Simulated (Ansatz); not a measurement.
# BFH5NSn: rotation by 120° about the B2–Sn4 bond, part 2 of 2

Wanted: the energy profile along the rotation by 120° about the B2–Sn4 bond, from relaxed end points and a band of images. SMILES of the start: N[B](F)[SnH3].

Ansatz 0.2.0; RKS r2SCAN-D4/def2-SVP. The steps go on from the part before.

## Step 6: Vibrations at the top

The geometry is the highest inner image of the first converged band.

input.yaml

```yaml
crystal:
  periodic: [false, false, false]
  atoms:
    - { symbol: "N", position_ang: [1.344764, 1.159074, -0.120755] }
    - { symbol: B, position_ang: [0.385228, 0.365656, -0.750212] }
    - { symbol: F, position_ang: [0.318088, 0.386954, -2.091103] }
    - { symbol: Sn, position_ang: [-1.050574, -0.949086, 0.416224] }
    - { symbol: H, position_ang: [1.988162, 1.74679, -0.643352] }
    - { symbol: H, position_ang: [1.464133, 1.20335, 0.882942] }
    - { symbol: H, position_ang: [-2.128482, -1.806019, -0.60418] }
    - { symbol: H, position_ang: [-0.224683, -2.113181, 1.375273] }
    - { symbol: H, position_ang: [-2.008036, -0.039838, 1.517962] }
basis:
  gaussian: { orbitals: def2-SVP }
hamiltonian:
  xc: r2scan
  dispersion: d4
phonons: {}
```

Run with:

```
> ansatz run input.yaml --threads 2 --pin off --max-ram 3072MiB --backend cpu --events-out ev --progress --plain --runs-dir out
```

Output, cut to the lines that bear on the results:

```text
Warning: RAYON_NUM_THREADS=2 ignored (pool sized by the plan → 2); use --threads N
[...]
Functional definition: r2SCAN
[...]
1055 factors; their error is unknown
[...]
mean field -10793.87960288 eV, -396.6677590516 hartree, gradient 7.4e-6 eV, S^2 0.000000; 0 other end points of the search recorded, 0 dependent functions left out
[...]
reference -10793.87961487 eV, -396.6677594922 hartree; 24, 24 occupied and 69, 69 virtual orbitals, 1055 factors
[...]
1055 factors; their error is unknown
mean field -10793.87942647 eV, -396.6677525685 hartree, gradient 2.7e-6 eV, S^2 0.000000; 0 other end points of the search recorded, 0 dependent functions left out
[...]
reference -10793.87943846 eV, -396.6677530091 hartree; 24, 24 occupied and 69, 69 virtual orbitals, 1055 factors
[...]
1055 factors; their error is unknown
mean field -10793.87950732 eV, -396.6677555397 hartree, gradient 2.7e-6 eV, S^2 0.000000; 0 other end points of the search recorded, 0 dependent functions left out
[...]
WARN: phonons: modes at or below zero, which the zero-point energy, F, S and C_V leave out: 1, the lowest at -61.83 cm⁻¹. A minimum has none, and a first-order saddle one
[...]
Total energy: -10793.91725483 eV, -396.6691427350 hartree
Atom 0 at     1.344764     1.159074    -0.120755 Å, force    -0.017690    -0.015165     0.011351 eV/Å
Atom 1 at     0.385228     0.365656    -0.750212 Å, force    -0.008534    -0.009870     0.002358 eV/Å
Atom 2 at     0.318088     0.386954    -2.091103 Å, force     0.015150     0.012652     0.012601 eV/Å
Atom 3 at    -1.050574    -0.949086     0.416224 Å, force    -0.004257    -0.001872    -0.000901 eV/Å
Atom 4 at     1.988162     1.746790    -0.643352 Å, force     0.008157     0.008638    -0.016042 eV/Å
Atom 5 at     1.464133     1.203350     0.882942 Å, force     0.002240     0.002321    -0.008994 eV/Å
Atom 6 at    -2.128482    -1.806019    -0.604180 Å, force     0.001908     0.001513     0.001454 eV/Å
Atom 7 at    -0.224683    -2.113181     1.375273 Å, force     0.001240     0.000852    -0.000874 eV/Å
Atom 8 at    -2.008036    -0.039838     1.517962 Å, force     0.001787     0.000931    -0.000954 eV/Å
Dipole moment:     0.452000     0.379617     0.201934 e Å
Vibrations: -61.83 168.64 252.35 289.91 414.81 495.10 503.28 503.35 627.26 690.13 741.37 743.63 886.32 1203.07 1386.63 1586.94 1893.99 1895.10 1918.26 3579.40 3707.02 cm⁻¹, zero-point energy 1.455982 eV
```

Wall time 61 s (2 threads of AMD EPYC 7B13 (Zen 3), shared host); peak memory 0.17 GiB.

Of 21 modes, 1 is imaginary by more than 30 cm⁻¹ (62i cm⁻¹).

## Step 7: The band again, with other settings

crystal.atoms and neb.final_atoms are the typed geometries, not the relaxed ends. With 9 inner images the band has 11 in all.

input.yaml

```yaml
crystal:
  periodic: [false, false, false]
  atoms:
    - { symbol: "N", position_ang: [0.9259, 1.533, 0.0251] }
    - { symbol: B, position_ang: [0.5782, 0.1965, -0.5587] }
    - { symbol: F, position_ang: [1.1581, -0.2212, -1.8127] }
    - { symbol: Sn, position_ang: [-0.7062, -1.165, 0.5205] }
    - { symbol: H, position_ang: [1.5025, 2.0639, -0.6825] }
    - { symbol: H, position_ang: [-0.0276, 2.115, 0.0286] }
    - { symbol: H, position_ang: [-2.1149, -1.5701, -0.4987] }
    - { symbol: H, position_ang: [0.122, -2.6223, 0.9376] }
    - { symbol: H, position_ang: [-1.3494, -0.3761, 2.0236] }
basis:
  gaussian: { orbitals: def2-SVP }
hamiltonian:
  xc: r2scan
  dispersion: d4
neb:
  order_check: false
  images: 9
  f_tol: 0.05
  max_iterations: 60
  initial_path: idpp
  final_atoms:
    - { symbol: "N", position_ang: [0.9259, 1.533, 0.0251] }
    - { symbol: B, position_ang: [0.5782, 0.1965, -0.5587] }
    - { symbol: F, position_ang: [1.1581, -0.2212, -1.8127] }
    - { symbol: Sn, position_ang: [-0.7062, -1.165, 0.5205] }
    - { symbol: H, position_ang: [1.5025, 2.0639, -0.6825] }
    - { symbol: H, position_ang: [-0.0276, 2.115, 0.0286] }
    - { symbol: H, position_ang: [0.20918, -2.6482, 0.90716] }
    - { symbol: H, position_ang: [-1.28317, -0.46295, 1.98946] }
    - { symbol: H, position_ang: [-2.11331, -1.66504, -0.51167] }
```

Run with:

```
> ansatz run input.yaml --threads 2 --pin off --max-ram 3072MiB --backend cpu --events-out ev --progress --plain --runs-dir out
```

Output:

```text
Warning: RAYON_NUM_THREADS=2 ignored (pool sized by the plan → 2); use --threads N
Engine: ansatz 0.2.0, x86_64-unknown-linux-gnu
[... 1 set-up line as earlier in the session ...]
  parameter k0 = 0.174
  parameter k1 = 0.065
  parameter a1 = 4.9479
  exchange = r2scan_x(k0 = k0, k1 = k1, a1 = a1)
  correlation = r2scan_c
1055 factors; their error is unknown
mean field evaluation 1: about -10787.4417 eV, gradient 5.2e1 eV
mean field evaluation 2: about -10768.9828 eV, gradient 9.6e1 eV
mean field evaluation 4: about -10792.7009 eV, gradient 7.9e0 eV
mean field evaluation 8: about -10792.7781 eV, gradient 1.9e-1 eV
mean field evaluation 16: about -10792.7782 eV, gradient 1.5e-5 eV
mean field -10792.77815440 eV, -396.6272815664 hartree, gradient 1.6e-5 eV, S^2 0.000000; 0 other end points of the search recorded, 0 dependent functions left out
[... 4 lines left out ...]
mean field -10792.78025111 eV, -396.6273586192 hartree, gradient 1.3e-5 eV, S^2 0.000000; 0 other end points of the search recorded, 0 dependent functions left out
[... 2 lines left out ...]
WARN: NEB end point (image 0): max|allowed force component| = 2.809e0 eV/Å (the criterion of neb.relax_end_points is 1.000e-2). That is over neb.f_tol: it is no minimum, so the barrier can be far off. Relax it first
WARN: NEB end point (image 10): max|allowed force component| = 3.023e0 eV/Å (the criterion of neb.relax_end_points is 1.000e-2). That is over neb.f_tol: it is no minimum, so the barrier can be far off. Relax it first
[... 1 line left out ...]
mean field -10792.72154400 eV, -396.6252011727 hartree, gradient 1.8e-5 eV, S^2 0.000000; 0 other end points of the search recorded, 0 dependent functions left out
[... 4 lines left out ...]
mean field -10792.66664027 eV, -396.6231834977 hartree, gradient 4.7e-6 eV, S^2 0.000000; 0 other end points of the search recorded, 0 dependent functions left out
[... 3 lines left out ...]
mean field -10792.62464062 eV, -396.6216400389 hartree, gradient 3.9e-6 eV, S^2 0.000000; 0 other end points of the search recorded, 0 dependent functions left out
[... 4 lines left out ...]
mean field -10792.60018917 eV, -396.6207414650 hartree, gradient 2.2e-5 eV, S^2 0.000000; 0 other end points of the search recorded, 0 dependent functions left out
[... 3 lines left out ...]
mean field -10792.58965906 eV, -396.6203544906 hartree, gradient 2.2e-5 eV, S^2 0.000000; 0 other end points of the search recorded, 0 dependent functions left out
[... 4 lines left out ...]
mean field -10792.59259226 eV, -396.6204622836 hartree, gradient 2.3e-5 eV, S^2 0.000000; 0 other end points of the search recorded, 0 dependent functions left out
[... 4 lines left out ...]
mean field -10792.61225129 eV, -396.6211847395 hartree, gradient 2.5e-5 eV, S^2 0.000000; 0 other end points of the search recorded, 0 dependent functions left out
[... 3 lines left out ...]
mean field -10792.65497927 eV, -396.6227549638 hartree, gradient 3.0e-5 eV, S^2 0.000000; 0 other end points of the search recorded, 0 dependent functions left out
[... 2 lines left out ...]
[...]
NEB iter   1: max|band force component| = 3.504e0 eV/Å  barrier→ = 0.1887 eV  barrier← = 0.1908 eV  Δτ_max = 0.2000 Å  (310 SCF iters)
NEB iter   2: max|band force component| = 2.477e0 eV/Å  barrier→ = 0.0000 eV  barrier← = 0.0021 eV  Δτ_max = 0.2000 Å  (302 SCF iters)
[... from here on, the SCF cycles and remarks between the steps are left out, and one step in 2 is shown ...]
NEB iter   4: max|band force component| = 2.422e0 eV/Å  barrier→ = 0.0000 eV  barrier← = 0.0021 eV  Δτ_max = 0.0993 Å  (286 SCF iters)
NEB iter   6: max|band force component| = 3.068e-1 eV/Å  barrier→ = -1.0560 eV  barrier← = -1.0539 eV  CI = image 1  Δτ_max = 0.1441 Å  (257 SCF iters)
NEB iter   8: max|band force component| = 2.684e0 eV/Å  barrier→ = -0.5891 eV  barrier← = -0.5870 eV  CI = image 1  Δτ_max = 0.1920 Å  (259 SCF iters)
NEB iter  10: max|band force component| = 2.957e0 eV/Å  barrier→ = -0.4006 eV  barrier← = -0.3985 eV  CI = image 1  Δτ_max = 0.1974 Å  (267 SCF iters)
NEB iter  12: max|band force component| = 2.668e0 eV/Å  barrier→ = -0.5975 eV  barrier← = -0.5955 eV  CI = image 1  Δτ_max = 0.1980 Å  (260 SCF iters)
NEB iter  14: max|band force component| = 2.901e0 eV/Å  barrier→ = -0.4894 eV  barrier← = -0.4873 eV  CI = image 1  Δτ_max = 0.1984 Å  (268 SCF iters)
NEB iter  16: max|band force component| = 2.861e0 eV/Å  barrier→ = -0.4896 eV  barrier← = -0.4875 eV  CI = image 1  Δτ_max = 0.1987 Å  (250 SCF iters)
NEB iter  18: max|band force component| = 2.932e0 eV/Å  barrier→ = -0.4263 eV  barrier← = -0.4243 eV  CI = image 1  Δτ_max = 0.2000 Å  (258 SCF iters)
NEB iter  20: max|band force component| = 2.965e0 eV/Å  barrier→ = -0.3549 eV  barrier← = -0.3528 eV  CI = image 1  Δτ_max = 0.1994 Å  (252 SCF iters)
NEB iter  22: max|band force component| = 2.981e0 eV/Å  barrier→ = -0.3524 eV  barrier← = -0.3503 eV  CI = image 1  Δτ_max = 0.1987 Å  (255 SCF iters)
NEB iter  24: max|band force component| = 2.984e0 eV/Å  barrier→ = -0.3458 eV  barrier← = -0.3438 eV  CI = image 1  Δτ_max = 0.1992 Å  (253 SCF iters)
NEB iter  26: max|band force component| = 2.957e0 eV/Å  barrier→ = -0.3476 eV  barrier← = -0.3455 eV  CI = image 1  Δτ_max = 0.1994 Å  (253 SCF iters)
NEB iter  28: max|band force component| = 2.939e0 eV/Å  barrier→ = -0.3506 eV  barrier← = -0.3485 eV  CI = image 1  Δτ_max = 0.1991 Å  (254 SCF iters)
NEB iter  30: max|band force component| = 2.927e0 eV/Å  barrier→ = -0.3392 eV  barrier← = -0.3372 eV  CI = image 1  Δτ_max = 0.1997 Å  (255 SCF iters)
NEB iter  32: max|band force component| = 2.936e0 eV/Å  barrier→ = -0.3237 eV  barrier← = -0.3216 eV  CI = image 1  Δτ_max = 0.1995 Å  (247 SCF iters)
NEB iter  34: max|band force component| = 2.949e0 eV/Å  barrier→ = -0.3176 eV  barrier← = -0.3155 eV  CI = image 1  Δτ_max = 0.1995 Å  (251 SCF iters)
NEB iter  36: max|band force component| = 2.934e0 eV/Å  barrier→ = -0.3164 eV  barrier← = -0.3143 eV  CI = image 1  Δτ_max = 0.1999 Å  (253 SCF iters)
NEB iter  38: max|band force component| = 2.924e0 eV/Å  barrier→ = -0.3182 eV  barrier← = -0.3161 eV  CI = image 1  Δτ_max = 0.1997 Å  (253 SCF iters)
NEB iter  40: max|band force component| = 2.923e0 eV/Å  barrier→ = -0.3199 eV  barrier← = -0.3178 eV  CI = image 1  Δτ_max = 0.1997 Å  (255 SCF iters)
NEB iter  42: max|band force component| = 2.920e0 eV/Å  barrier→ = -0.3168 eV  barrier← = -0.3148 eV  CI = image 1  Δτ_max = 0.2000 Å  (255 SCF iters)
NEB iter  44: max|band force component| = 2.926e0 eV/Å  barrier→ = -0.3153 eV  barrier← = -0.3132 eV  CI = image 1  Δτ_max = 0.1998 Å  (250 SCF iters)
NEB iter  46: max|band force component| = 2.920e0 eV/Å  barrier→ = -0.3193 eV  barrier← = -0.3173 eV  CI = image 1  Δτ_max = 0.1998 Å  (252 SCF iters)
NEB iter  48: max|band force component| = 2.909e0 eV/Å  barrier→ = -0.3231 eV  barrier← = -0.3210 eV  CI = image 1  Δτ_max = 0.2000 Å  (255 SCF iters)
NEB iter  50: max|band force component| = 2.907e0 eV/Å  barrier→ = -0.3273 eV  barrier← = -0.3252 eV  CI = image 1  Δτ_max = 0.1999 Å  (253 SCF iters)
NEB iter  52: max|band force component| = 2.929e0 eV/Å  barrier→ = -0.3221 eV  barrier← = -0.3200 eV  CI = image 1  Δτ_max = 0.1998 Å  (256 SCF iters)
NEB iter  54: max|band force component| = 2.934e0 eV/Å  barrier→ = -0.3186 eV  barrier← = -0.3165 eV  CI = image 1  Δτ_max = 0.2000 Å  (253 SCF iters)
NEB iter  56: max|band force component| = 2.934e0 eV/Å  barrier→ = -0.3146 eV  barrier← = -0.3125 eV  CI = image 1  Δτ_max = 0.1999 Å  (254 SCF iters)
NEB iter  58: max|band force component| = 2.923e0 eV/Å  barrier→ = -0.3216 eV  barrier← = -0.3195 eV  CI = image 1  Δτ_max = 0.1999 Å  (252 SCF iters)
NEB iter  60: max|band force component| = 2.902e0 eV/Å  barrier→ = -0.3268 eV  barrier← = -0.3247 eV  CI = image 1  Δτ_max = 0.2000 Å  (250 SCF iters)
[...]
this run last wrote the band of iteration 60 to <dir>
Error: NEB band did not converge after 60 iterations: max|band force component| = 2.90e0 eV/Å (threshold 5.0e-2); raise `neb.max_iterations` in a new run, which can start from the last band evaluated (`neb.initial_path`, with `crystal.atoms` and `neb.final_atoms` set to its first and last images), add images, or start from endpoints closer to local minima. Where this run's directory can be resumed (`checkpoint.write`), a resume goes on for up to `neb.max_iterations` more; to start a new run from the last band, take its images' positions from the `neb_iteration` event of iteration 60 (`data.images[].positions_ang`), in the event stream of the run that computed that iteration (not this run's, if it was resumed behind it). With `checkpoint.write`, `steps/00-neb/state/checkpoint.json` in the run directory holds the last saved band, under `neb.evaluated.images[].positions_ang` (a band under a hybrid functional on support functions is neither saved nor resumed: `neb.initial_path` says where its path is): check the last entry of `neb.iterations` there, which is earlier than 60 if that iteration was not saved or its write failed. If the band's step has no `state` directory and holds `state.next`, a write was cut short, and the file is under `state.next` instead (behind a loss of power it can be under `state.prev`)
this run wrote the band of iteration 60 to <dir> as well, whether or not its events were kept: a new run's `neb.initial_path` can list its `images[].positions_ang`
a run's events are kept only if it was started with --events-out <file>, and are in that file
```

Run time: 17 min. Hardware: 2 threads of AMD EPYC 7B13 (Zen 3), shared host; peak memory 0.17 GiB.

## Step 8: Images and barrier

The run ended unconverged after 60 band iterations. The table shows its last band, which is no minimum-energy path. Images 0 and 10 are the ends. Energies count from image 0; the path length is the program's own measure over all atoms.

```
image  path (Å)  energy (eV)  dihedral F3–B2–Sn4–H9 (°)  band force (eV/Å)
    0     0.000       0.0000                       -178                  -
   1*     0.293      -0.3268                       -178              2.902
    2     0.830      -1.1172                        175              0.079
    3     1.366      -1.1204                       -170              0.047
    4     1.904      -1.1131                       -154              0.034
    5     2.445      -1.1046                       -137              0.035
    6     2.988      -1.1012                       -120              0.020
    7     3.532      -1.1056                       -103              0.019
    8     4.078      -1.1146                        -86              0.009
    9     4.624      -1.0771                        -69              0.004
   10     5.171      -0.0021                        -58                  -
```

The star marks the climbing image.

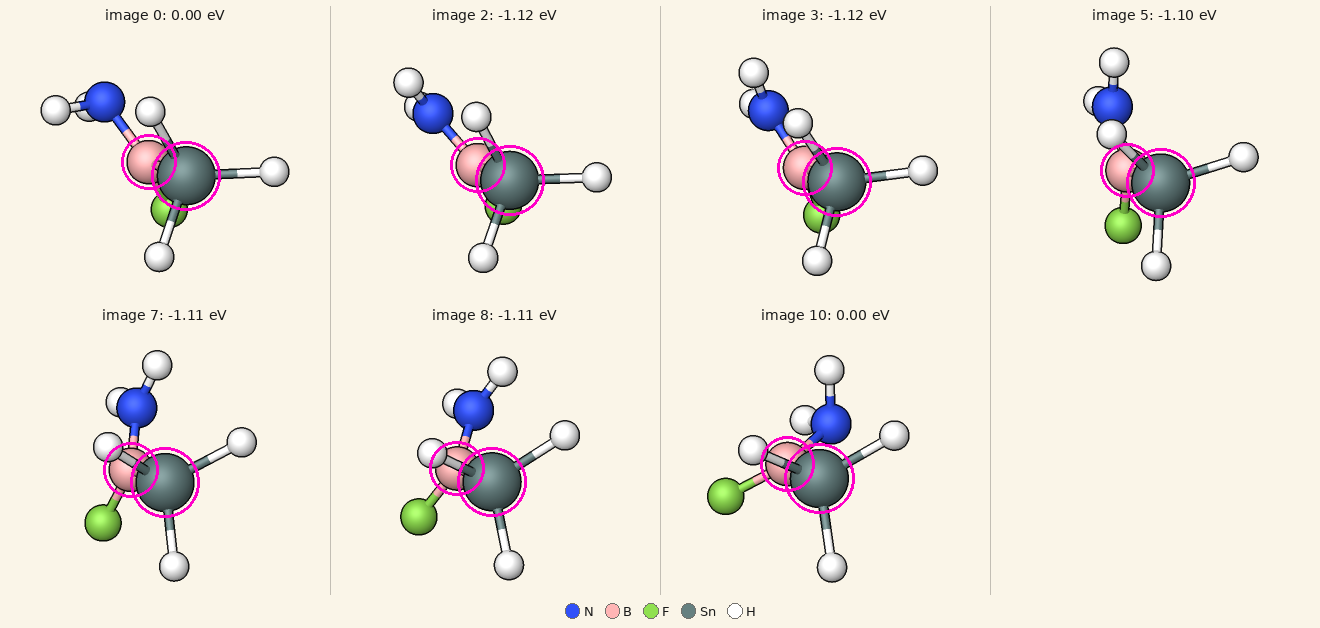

Snapshots along the band, viewed from a free direction. Ringed: B2, Sn4. Sticks join atoms closer than a bonding distance in each image.

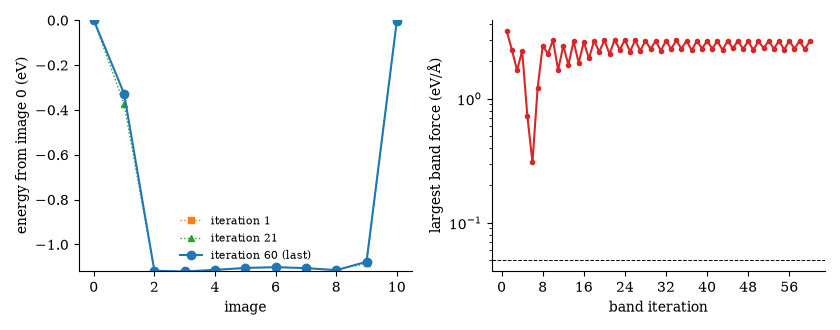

Left: energy of each image for early iterations and the last one (lines only join the points; early values far above the last band run off the scale). Right: the largest band force by iteration, with the threshold dashed.

## Step 9: Outcome

The summary covers parts 1 to 2.

| quantity | value |
| --- | --- |
| end A | 11 moves, 1.123 eV lower |
| end B | 14 moves, 1.121 eV lower |
| first band: barrier forwards | 0.022 eV |
| first band: barrier backwards | 0.022 eV |
| first band: second end relative to first | 0.000 eV |
| first band: highest image | 5 of 0 to 10, climbing |
| first band: band iterations | 6 |
| imaginary modes at the top | 62i cm⁻¹ |
| second band | not converged, 60 iterations, 9 inner images |
| time, first and second band | 2 min and 17 min |

In the first band: along this path the system climbs 0.022 eV from the first end (0.8 kT at 300 K). The two ends lie within 1 meV of each other. The listed dihedral goes from 179° at end A through -121° at the highest image to -61° at end B. One imaginary mode, as a first-order saddle point has. As for the second band: its ends are the typed geometries, not minima, so its barrier counts from a strained start. Zero-point energy and entropy are left out.
